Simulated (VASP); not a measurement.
# Charges calculation of TiClF₃

System: TiClF₃ (5 atoms in the cell).
Method: Kohn-Sham DFT of a periodic cell, PBE with TS, VASP PAW PBE potentials, recommended, no spin polarisation (VASP 6.6.1).

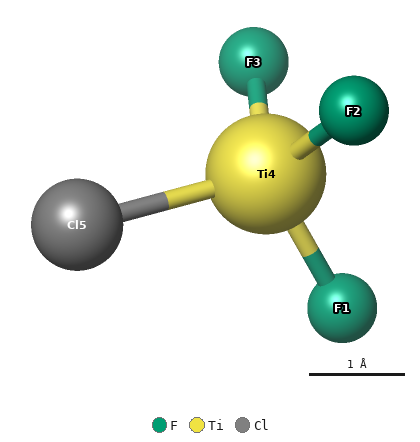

Figure 1. The structure (ball-and-stick view of the molecule without its box, seen at a tilt; atoms are numbered from 1 in the order of the input).

INCAR
```
PREC = Accurate ; ENCUT = 520
EDIFF = 1E-6 ; ISMEAR = 0
SIGMA = 0.01 ; LREAL = F
LASPH = T ; NELM = 80
ALGO = Normal ; ISIF = 2
LWAVE = F ; LCHARG = T
GGA = PE ; IVDW = 2
LORBIT = 11 ; LELF = T
LVHAR = T ; LVACPOTAV = T
```

KPOINTS
```
regular mesh
0
Gamma
  1 1 1
```

POSCAR
```
TiClF3
1.0
   12.0000000000      0.0000000000      0.0000000000
    0.0000000000     13.0000000000      0.0000000000
    0.0000000000      0.0000000000     12.0000000000
F Ti Cl
3 1 1
Direct
    0.3956500000      0.4322000000      0.6178875000
    0.6065166700      0.4117153800      0.5144291700
    0.4094500000      0.3858615400      0.3877791700
    0.4704500000      0.4539153800      0.4962958300
    0.4701250000      0.6173692300      0.4576375000
```

Run on 1 thread of AMD EPYC (Zen 3), 64 GiB of memory available, shared host.

Launch command:
```bash
cat potpaw_PBE.64/F/POTCAR potpaw_PBE.64/Ti_sv/POTCAR potpaw_PBE.64/Cl/POTCAR > POTCAR
mpirun -np 1 vasp_gam > vasp.out
```

OSZICAR
```
N       E                     dE             d eps       ncg     rms          rms(c)
DAV:   1     0.455464644082E+03    0.45546E+03   -0.13893E+04    64   0.108E+03
DAV:   2     0.164055398265E+03   -0.29141E+03   -0.28751E+03    72   0.237E+02
DAV:   3    -0.120982635024E+02   -0.17615E+03   -0.17601E+03    72   0.157E+02
DAV:   4    -0.352154149256E+02   -0.23117E+02   -0.23112E+02    48   0.703E+01
DAV:   5    -0.357224842474E+02   -0.50707E+00   -0.50696E+00    80   0.115E+01    0.239E+01
DAV:   6    -0.290648288843E+02    0.66577E+01   -0.44447E+01    80   0.856E+01    0.921E+00
DAV:   7    -0.293722125863E+02   -0.30738E+00   -0.82548E+00    56   0.259E+01    0.716E+00
DAV:   8    -0.294112875520E+02   -0.39075E-01   -0.17779E+00    48   0.145E+01    0.247E+00
DAV:   9    -0.293519154716E+02    0.59372E-01   -0.43417E-01    48   0.705E+00    0.794E-01
DAV:  10    -0.293568215148E+02   -0.49060E-02   -0.38211E-02    72   0.169E+00    0.788E-01
DAV:  11    -0.293557540901E+02    0.10674E-02   -0.19367E-02    72   0.180E+00    0.188E-01
DAV:  12    -0.293563077158E+02   -0.55363E-03   -0.23672E-03    72   0.581E-01    0.717E-02
DAV:  13    -0.293568801970E+02   -0.57248E-03   -0.57721E-04    64   0.202E-01    0.434E-02
DAV:  14    -0.293578794679E+02   -0.99927E-03   -0.15390E-04    56   0.134E-01    0.344E-02
DAV:  15    -0.293585476461E+02   -0.66818E-03   -0.21868E-04    72   0.117E-01    0.360E-02
DAV:  16    -0.293586971857E+02   -0.14954E-03   -0.19084E-05    56   0.488E-02    0.174E-02
DAV:  17    -0.293592292066E+02   -0.53202E-03   -0.42619E-05    56   0.357E-02    0.126E-02
DAV:  18    -0.293593618294E+02   -0.13262E-03   -0.64751E-06    56   0.211E-02    0.101E-02
DAV:  19    -0.293594569648E+02   -0.95135E-04   -0.76562E-06    64   0.330E-02    0.853E-03
DAV:  20    -0.293595911385E+02   -0.13417E-03   -0.14938E-05    56   0.281E-02    0.509E-03
DAV:  21    -0.293596004584E+02   -0.93198E-05   -0.46190E-07    48   0.575E-03    0.303E-03
DAV:  22    -0.293596232317E+02   -0.22773E-04   -0.81165E-07    40   0.663E-03    0.464E-03
DAV:  23    -0.293596299706E+02   -0.67389E-05   -0.33087E-07    40   0.594E-03    0.235E-03
DAV:  24    -0.293596323739E+02   -0.24033E-05   -0.82867E-08    24   0.281E-03    0.227E-03
DAV:  25    -0.293596348302E+02   -0.24563E-05   -0.94991E-08    32   0.268E-03    0.927E-04
DAV:  26    -0.293596361979E+02   -0.13677E-05   -0.21586E-08    24   0.127E-03    0.546E-04
DAV:  27    -0.293596365583E+02   -0.36042E-06    0.68345E-09    24   0.740E-04
   1 F= -.29385723E+02 E0= -.29385723E+02  d E =-.281372E-57
```

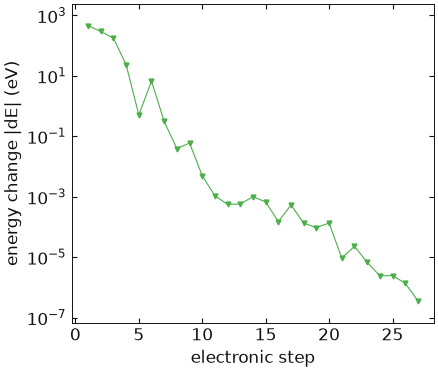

Figure 2. Convergence of the self-consistent field: energy change |dE| against the electronic step. It takes 27 electronic steps. The density is held fixed in the first few steps, and dE rises again when its update begins.

Parts of OUTCAR
```
PREC = Accurate
   ENCUT = 520
   EDIFF = 1E-6
   ISMEAR = 0
   LREAL = F
   LASPH = T
   NELM = 80
   ISIF = 2
   GGA = PE
   IVDW = 2
   LORBIT = 11
  IVDW =   2
  VDW_C6AU =      9.520  1044.000    94.600 au
  VDW_ALPHA =    3.800  98.000  15.000 au
  VDW_R0AU =    3.042   4.516   3.704 au
  VDW_RADIUS =    50.000 A
  VDW_IDAMPF =  0
  VDW_S6 =     1.000
  VDW_SR =     0.940
  VDW_D =    20.000

 ion  position               nearest neighbor table
   1  0.396  0.432  0.618-   4 1.74
   2  0.607  0.412  0.514-   4 1.74
   3  0.409  0.386  0.388-   4 1.74
   4  0.470  0.454  0.496-   3 1.74   2 1.74   1 1.74   5 2.17
   5  0.470  0.617  0.458-   4 2.17

  LATTYP: Found a simple tetragonal cell.
 ALAT       =    12.0000000000
 C/A-ratio  =     1.0833333333

  Lattice vectors:

 A1 = ( -12.0000000000,   0.0000000000,   0.0000000000)
 A2 = (   0.0000000000,   0.0000000000,  12.0000000000)
 A3 = (   0.0000000000,  13.0000000000,   0.0000000000)

Analysis of symmetry for initial positions (statically):
=====================================================================
 Subroutine PRICEL returns:
 Original cell was already a primitive cell.

 Routine SETGRP: Setting up the symmetry group for a
 simple tetragonal supercell.

 Subroutine GETGRP returns: Found  1 space group operations
 (whereof  1 operations were pure point group operations)
 out of a pool of 16 trial point group operations.

The static configuration has the point symmetry C_1 .

Analysis of symmetry for dynamics (positions and initial velocities):
=====================================================================
 Subroutine PRICEL returns:
 Original cell was already a primitive cell.

 Routine SETGRP: Setting up the symmetry group for a
 simple tetragonal supercell.

 Subroutine GETGRP returns: Found  1 space group operations
 (whereof  1 operations were pure point group operations)
 out of a pool of 16 trial point group operations.

The dynamic configuration has the point symmetry C_1 .

 Subroutine INISYM returns: Found  1 space group operations
 (whereof  1 operations are pure point group operations),
 and found     1 'primitive' translations

----------------------------------------------------------------------------------------

                                     Primitive cell

  volume of cell :    1872.0000

  direct lattice vectors                    reciprocal lattice vectors
    12.000000000  0.000000000  0.000000000     0.083333333  0.000000000  0.000000000
     0.000000000 13.000000000  0.000000000     0.000000000  0.076923077  0.000000000
     0.000000000  0.000000000 12.000000000     0.000000000  0.000000000  0.083333333

  length of vectors
    12.000000000 13.000000000 12.000000000     0.083333333  0.076923077  0.083333333

  position of ions in fractional coordinates (direct lattice)
     0.395650000  0.432200000  0.617887500
     0.606516670  0.411715380  0.514429170
     0.409450000  0.385861540  0.387779170
     0.470450000  0.453915380  0.496295830
     0.470125000  0.617369230  0.457637500

  ion indices of the primitive-cell ions
   primitive index   ion index
                 1           1
                 2           2
                 3           3
                 4           4
                 5           5

----------------------------------------------------------------------------------------

 KPOINTS: regular mesh

Automatic generation of k-mesh.
 Grid dimensions read from file:
 generate k-points for:    1    1    1

 Generating k-lattice:

  Cartesian coordinates                     Fractional coordinates (reciprocal lattice)
     0.083333333  0.000000000  0.000000000     1.000000000  0.000000000  0.000000000
     0.000000000  0.076923077  0.000000000     0.000000000  1.000000000  0.000000000
     0.000000000  0.000000000  0.083333333     0.000000000  0.000000000  1.000000000

  Length of vectors
     0.083333333  0.076923077  0.083333333

  Shift w.r.t. Gamma in fractional coordinates (k-lattice)
     0.000000000  0.000000000  0.000000000

 Subroutine IBZKPT returns following result:
 ===========================================

 Found      1 irreducible k-points:

 Following reciprocal coordinates:
            Coordinates               Weight
  0.000000  0.000000  0.000000      1.000000
   k-points           NKPTS =      1   k-points in BZ     NKDIM =      1   number of bands    NBANDS=     24
   number of dos      NEDOS =    301   number of ions     NIONS =      5
   total plane-waves  NPLWV = 793800
   dimension x,y,z NGX =    90 NGY =   98 NGZ =   90
   dimension x,y,z NGXF=   180 NGYF=  196 NGZF=  180
   ions per type =               3   1   1
   NGX,Y,Z   is equivalent  to a cutoff of  12.47, 12.53, 12.47 a.u.
   NGXF,Y,Z  is equivalent  to a cutoff of  24.94, 25.06, 24.94 a.u.
 SYSTEM =  unknown system
   PREC   = accura    normal or accurate (medium, high low for compatibility)
   ISTART =      0    job   : 0-new  1-cont  2-samecut
   ICHARG =      2    charge: 1-file 2-atom 10-const
   ISPIN  =      1    spin polarized calculation?
   LNONCOLLINEAR =      F non collinear calculations
   LSORBIT =      F    spin-orbit coupling
   LASPH  =      T    aspherical Exc in radial PAW
   ENCUT  =  520.0 eV  38.22 Ry    6.18 a.u.  22.31 24.17 22.31*2*pi/ulx,y,z
   NELM   =     80;   NELMIN=  2; NELMDL= -5     # of ELM steps
   EDIFF  = 0.1E-05   stopping-criterion for ELM
   LREAL  =      F    real-space projection
   EDIFFG = 0.1E-04   stopping-criterion for IOM
   NSW    =      0    number of steps for IOM
   IBRION =     -1    ionic relax: 0-MD 1-quasi-New 2-CG
   NFREE  =      0    steps in history (QN), initial steepest desc. (CG)
   ISIF   =      2    stress and relaxation
   ISYM   =      2    0-nonsym 1-usesym 2-fastsym
   POTIM  = 0.5000    time-step for ionic-motion
   TEBEG  =    0.0;   TEEND  =   0.0 temperature during run
   PSTRESS=    0.0 pullay stress
   NELECT =      40.0000    total number of electrons
   NUPDOWN=      -1.0000    fix difference up-down
   EMIN   =  10.00;   EMAX   =-10.00  energy-range for DOS
   EFERMI =   0.00;   METHOD = LEGACY
   ISMEAR =     0;   SIGMA  =   0.01  broadening in eV -4-tet -1-fermi 0-gaus
   EFERMI_NEDOS =   21; number of points for ismear=-14 and -15
   IALGO  =     38    algorithm
   IMIX   =      4    mixing-type and parameters
     AMIX     =   0.40;   BMIX     =  1.00
     AMIX_MAG =   1.60;   BMIX_MAG =  1.00
  volume/ion in A,a.u.               =     374.40      2526.58
  Fermi-wavevector in a.u.,A,eV,Ry     =   0.454283  0.858470  2.807872  0.206373
  Thomas-Fermi vector in A             =   1.437199
   LORBIT       =     11    0 simple, 1 ext, 2 COOP (PROOUT), +10 PAW based schemes
   GGA     = PE    functional components
   LHFCALC =     F    Hartree Fock is set to
   AEXX    =    0.0000 exact exchange contribution
   IVDW    =     2    specifies the selected vdW correction
   LEPSILON=     F    determine dielectric tensor
   LRPA    =     F    only Hartree local field effects (RPA)
 non-spin polarized calculation
 Gauss-broadening in eV      SIGMA  =   0.01
  energy-cutoff  :      520.00
  volume of cell :     1872.00
 maximum number of plane-waves:     25235
 NGX is ok and might be reduce to    90
   NGX = 45   NGY = 49   NGZ = 45

 number of electron      40.0000006 magnetization

 Free energy of the ion-electron system (eV)
  ---------------------------------------------------
  ext. energy  EPLUGINS =         0.00000000
  ---------------------------------------------------
  free energy    TOTEN  =       -29.35963656 eV

  energy without entropy =      -29.35963656  energy(sigma->0) =      -29.35963656

 E-fermi :  -8.3077     XC(G=0):  -0.7580     alpha+bet : -0.3540

 val. band max:       -8.4207728878   @ k =   0.0000   0.0000   0.0000
 cond. band min:      -3.8409785657   @ k =   0.0000   0.0000   0.0000
 fundamental gap:      4.5797943221
 Fermi energy:        -8.3076540894

 k-point     1 :       0.0000    0.0000    0.0000
  band No.  band energies     occupation
      1     -64.0199      2.00000
      2     -40.5898      2.00000
      3     -40.5897      2.00000
      4     -40.2922      2.00000
      5     -29.3145      2.00000
      6     -28.9944      2.00000
      7     -28.9934      2.00000
      8     -20.4673      2.00000
      9     -11.6471      2.00000
     10     -11.6467      2.00000
     11     -11.3797      2.00000
     12     -11.1731      2.00000
     13     -11.1729      2.00000
     14     -10.7975      2.00000
     15     -10.4078      2.00000
     16     -10.4075      2.00000
     17     -10.1408      2.00000
     18      -9.5130      2.00000
     19      -8.4208      2.00000
     20      -8.4208      2.00000
     21      -3.8410      0.00000
     22      -3.8409      0.00000
     23      -3.0293      0.00000
     24      -2.4707      0.00000

------------------------ aborting loop because EDIFF is reached ----------------------------------------

  Hirshfeld charges:
            ion         q(e)
   ------------------------------
      1     F       -0.22334743
      2     F       -0.22349994
      3     F       -0.22331935
      4     Ti       0.82362167
      5     Cl      -0.15345496

  Tkatchenko/Scheffler method for vdW energy calculation

  Number of pair interactions contributing to vdW energy:    4113

  Edisp (eV):   -0.02609

  FORCE on cell =-STRESS in cart. coord.  units (eV):
  Direction    XX          YY          ZZ          XY          YZ          ZX
  --------------------------------------------------------------------------------------
  -------------------------------------------------------------------------------------
  Total       2.17980     1.36238     2.13932     0.00032     0.17837     0.00054
  in kB       1.86561     1.16601     1.83097     0.00028     0.15266     0.00046
  external pressure =        1.62 kB  Pullay stress =        0.00 kB

 VOLUME and BASIS-vectors are now :
 -----------------------------------------------------------------------------
  energy-cutoff  :      520.00
  volume of cell :     1872.00
      direct lattice vectors                 reciprocal lattice vectors
    12.000000000  0.000000000  0.000000000     0.083333333  0.000000000  0.000000000
     0.000000000 13.000000000  0.000000000     0.000000000  0.076923077  0.000000000
     0.000000000  0.000000000 12.000000000     0.000000000  0.000000000  0.083333333

 POSITION                                       TOTAL-FORCE (eV/Angst)
 -----------------------------------------------------------------------------------
      4.74780      5.61860      7.41465        -0.518868     -0.170694      0.849723
      7.27820      5.35230      6.17315         0.951087     -0.326136      0.127242
      4.91340      5.01620      4.65335        -0.426317     -0.520552     -0.756124
      5.64540      5.90090      5.95555        -0.005038      0.629651     -0.136823
      5.64150      8.02580      5.49165        -0.000864      0.387731     -0.084018
 -----------------------------------------------------------------------------------
    total drift:                                0.001528     -0.004024     -0.000862

  FREE ENERGIE OF THE ION-ELECTRON SYSTEM (eV)
  ---------------------------------------------------
  free  energy   TOTEN  =       -29.3857234830 eV

  energy  without entropy=      -29.3857234830  energy(sigma->0) =      -29.38572348

 total charge

# of ion       s       p       d       tot
------------------------------------------
    1        1.751   4.323   0.000   6.073
    2        1.751   4.323   0.000   6.073
    3        1.751   4.323   0.000   6.073
    4        2.256   6.297   1.978  10.532
    5        1.607   3.529   0.000   5.136
--------------------------------------------------
tot          9.115  22.795   1.978  33.888
```

CONTCAR
```
TiClF3
   1.00000000000000
    12.0000000000000000    0.0000000000000000    0.0000000000000000
     0.0000000000000000   13.0000000000000000    0.0000000000000000
     0.0000000000000000    0.0000000000000000   12.0000000000000000
  F               Ti              Cl
     3     1     1
Direct
     0.3956500000000034    0.4322000000000017    0.6178875000000019
     0.6065166699999978    0.4117153799999969    0.5144291699999997
     0.4094499999999996    0.3858615400000005    0.3877791700000017
     0.4704499999999996    0.4539153799999980    0.4962958300000011
     0.4701250000000030    0.6173692300000013    0.4576374999999970

  0.00000000E+00  0.00000000E+00  0.00000000E+00
  0.00000000E+00  0.00000000E+00  0.00000000E+00
  0.00000000E+00  0.00000000E+00  0.00000000E+00
  0.00000000E+00  0.00000000E+00  0.00000000E+00
  0.00000000E+00  0.00000000E+00  0.00000000E+00
```

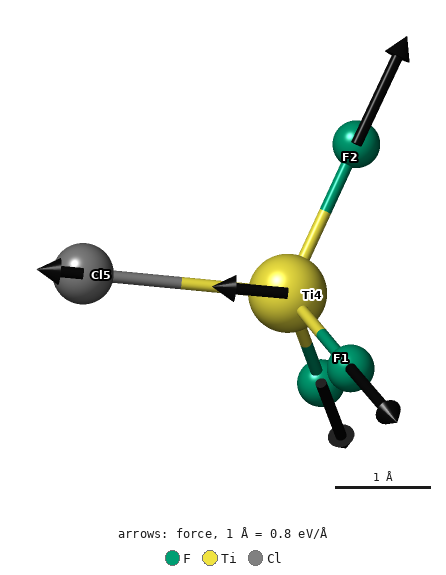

Figure 3. Forces on the atoms as black arrows (ball-and-stick view of the molecule without its box, seen at a tilt; atoms are numbered from 1 in the order of the input). The largest act on all 3 F atoms (1.01 eV/Å); Ti4 (0.64 eV/Å); Cl5 (0.40 eV/Å). The geometry is not a stationary point of this energy.

Key numbers

```csv
quantity,value
outcome,converged
electrons treated,40
free energy,−29.3857 eV
dispersion energy,−0.0261 eV
Fermi energy of the self-consistent step,−8.308 eV
gap on the k-point mesh,4.58 eV
largest force (length of the vector),1.013 eV/Å
wall time,6 min
peak memory,1.3 GiB
```
